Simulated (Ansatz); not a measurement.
Relaxed HgTe (zinc blende):

```
CELL_PARAMETERS angstrom
      0.00000     3.28672     3.28672
      3.28672     0.00000     3.28672
      3.28672     3.28672     0.00000
ATOMIC_POSITIONS crystal
  Te 0.75000 0.75000 0.75000
  Hg 0.00000 0.00000 0.00000
```

In this cell atom 1 (Te, nearest neighbour Hg at 2.846 Å; its periodic images, 4.6 Å or more away, move with it) is moved by s along Cartesian x, unit vector (1.000, 0.000, 0.000); all other atoms and the cell stay fixed.

Computed with r2SCAN (plane waves to 500 eV, PAW, scalar-relativistic; Ansatz, a program for electronic structure). k mesh 10×10×10 (Γ-centred), Fermi-Dirac smearing 0.05 eV. E stands for the smeared free energy. With partly filled bands, energies and forces of such displacements shift with the k mesh and the smearing. At this level the bands of HgTe touch or barely overlap. HgTe was relaxed with its symmetry unable to fall. Spin-orbit coupling is left out, though Hg and Te are heavy. The PAW data are Ansatz's earlier set. The zero of ΔE is the undisplaced structure.

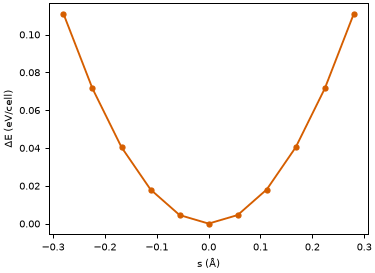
ΔE (eV/cell) against s (Å); computed points joined by lines.

The force along the line at s = -0.280 Å is 0.782 eV/Å. The zone-centre optical wavenumber from k is 100 cm⁻¹ and the force constant k = d²E/ds² at s = 0 (finite differences) is 2.88 eV/Å². Symmetry of the curve: even: the same for both signs. Harmonic estimate at the end of the scan: ½ks² = 113 meV/cell against the computed 111 meV/cell, so the well is close to harmonic there.

With its periodic images moving along, the atom's site symmetry in this cell is -43m.

(A displaced cell: forces are minus the slopes of the energy, force constants its curvatures, and phonons follow from these.)
